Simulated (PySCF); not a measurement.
The calculation's input:

```
{"job": {"kind": "nmr", "xc": "PBE0", "basis": "pcSseg-1"}, "charge": 0, "multiplicity": 1}
C     -2.931960    -1.268186     0.481941
C     -1.918142    -0.998746    -0.135463
Si    -0.375489    -0.620689    -1.059201
O     -0.112029     1.011207    -1.032427
C     -1.073615     2.029055    -1.059815
O      0.917286    -1.392220    -0.377560
C      1.133183    -1.545872     0.998844
O      1.037318    -0.365793     1.703739
C      2.060760     0.561050     1.441366
H     -3.827754    -1.506881     1.028050
H     -0.460386    -1.127483    -2.448216
H     -0.596471     2.971894    -0.752907
H     -1.911416     1.824402    -0.370315
H     -1.487325     2.170902    -2.074144
H      0.375764    -2.221268     1.431073
H      2.138690    -1.997925     1.103477
H      2.000460     0.953272     0.413061
H      1.934770     1.393770     2.146132
H      3.059010     0.110306     1.599678
```

Command:

```sh
OMP_NUM_THREADS=1 python probes_run.py task.json out
```

Geometry: PBE0-D3(BJ)/def2-SVP.

The calculation used PBE0/pcSseg-1, SCF density, gas phase, non-relativistic in PySCF 2.14.0.

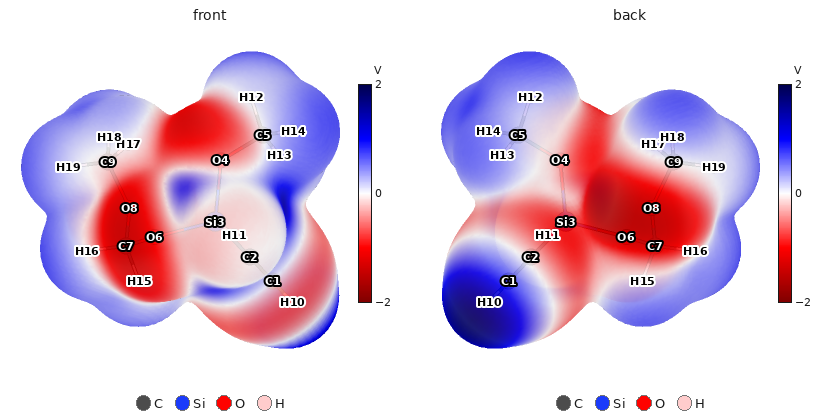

C5H10O3Si. The electrostatic potential painted on the density surface at 0.002 e/bohr³, seen from the front and from behind; the colour scale runs from red (negative) to blue (positive).

Q: Where is the surface potential most negative and most positive?

A: The most negative region (about −1.5 V) lies over O8, the most positive (about +1.8 V) over H10. O8 is the likeliest acceptor of a hydrogen bond.
